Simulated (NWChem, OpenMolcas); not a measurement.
**Predicting a hybrid from its neighbours: C2H3F3 (1,1,1-trifluoroethane)**

C2H3F3 has 8 atoms, charge 0, and is taken as a singlet. As SMILES, `CC(F)(F)F`. The shape is that of a PBE0-D4/def2-TZVP optimisation.

The dipole moment y, in D, basis cc-pVDZ; a is the functional's share of exact exchange. Programs: NWChem 7.3.0, OpenMolcas 26.06.

| functional | program | a | y (D) |
| --- | --- | --- | --- |
| TPSS | NWChem | 0 | 2.00 |
| revPBE | OpenMolcas | 0 | 1.92 |
| B3LYP | NWChem | 0.2 | ? |
| PBE0 | NWChem | 0.25 | 2.15 |
| BHLYP | NWChem | 0.5 | 2.31 |

Q: Fit y = c + s·a to the known rows and predict B3LYP.

A: 
1. Means of the 4 rows: a = 0.1875, y = 2.095.
2. Σ(Δa)² = 0.17188, Σ(Δa·Δy) = 0.12125, so the slope is 0.12125/0.17188 = 0.70543.
3. Intercept: 2.095 − (0.70543) × 0.1875 = 1.963. The largest residual of the fit is 0.043.
4. B3LYP: 1.963 + (0.70543) × 0.2 = 2.10 D.

The run gave 2.10 D, so the prediction is off by 0.00 D: they agree to the digits shown. More exact exchange makes the molecule more polar here. The rows mix families of semi-local functionals, which the line can't see. The measured value is 2.32 D (NIST CCCBDB).

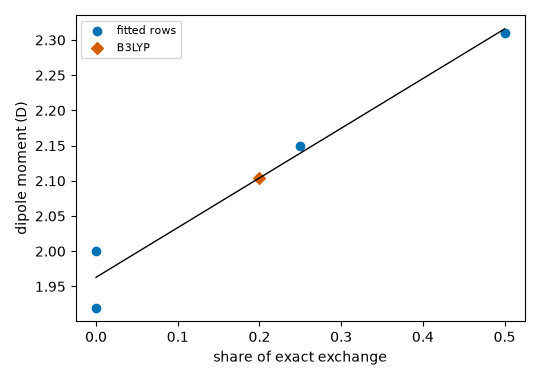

The fitted line, with the withheld row.
